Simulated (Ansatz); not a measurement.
MoH₈

```
CELL_PARAMETERS angstrom
3.41427 0.00000 0.00000
-1.70714 2.95685 0.00000
0.00000 0.00000 5.89400
ATOMIC_POSITIONS crystal
H 0.00000 0.00000 0.20102
H 0.00000 0.00000 0.79898
H 0.50000 0.00000 0.64980
H 0.00000 0.50000 0.64980
H 0.50000 0.50000 0.64980
H 0.50000 0.00000 0.35020
H 0.00000 0.50000 0.35020
H 0.50000 0.50000 0.35020
Mo 0.00000 0.00000 0.50000
```

Space group P6/mmm; a structure generated by program, which may or may not match a known phase; computed without spin polarisation.

The calculation used DFT PBE, scalar-relativistic, plane waves, PAW (Ansatz).

The density is the valence pseudo-density of a PAW calculation; it isn't the true density close to the nuclei.

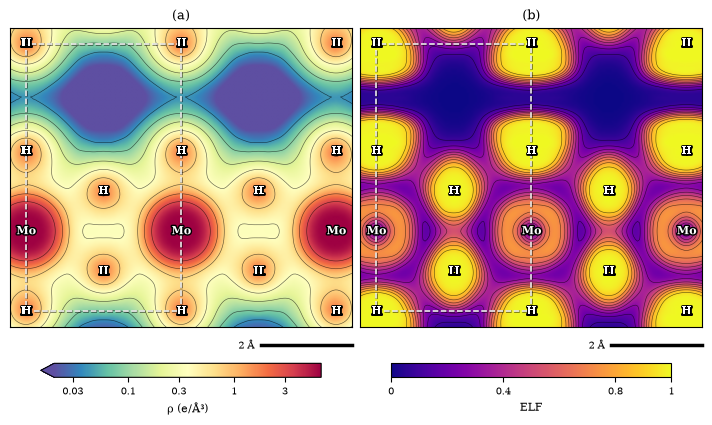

Figure 1. (a) valence pseudo-density; (b) ELF on the (010) plane of the conventional cell.

Describe what can be read from this map.

- Atoms in the plane: H and Mo.
- Mo–H (1.76 Å): ρ at the midpoint is about 1.2 e/Å³; the ELF climbs to about 1 towards the hydrogen.
- Mo–H (1.92 Å): ρ is about 0.8 e/Å³ halfway; the ELF climbs to about 1 towards the hydrogen.
- Between the atoms the lowest density in this plane is 0.004 e/Å³.
- The features right at Mo lie inside the PAW spheres, where the map follows smoothed inner orbitals and isn't to be read closely.

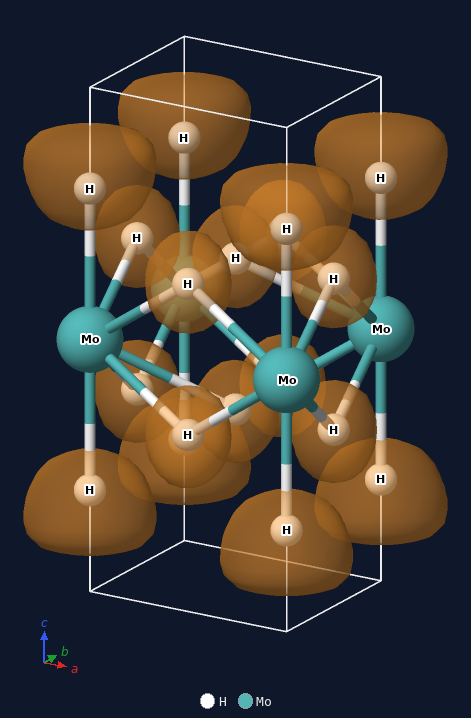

Figure 2. Isosurface of the electron localisation function at 0.8 (orange), seen slightly off an axis. Core shells and regions of very low density are left out. Sticks mark near contacts.

Describe the localisation domains.

The ELF exceeds this value in eight regions around hydrogen nuclei, counted in one cell of 9 atoms. Regions shared between cells count once.
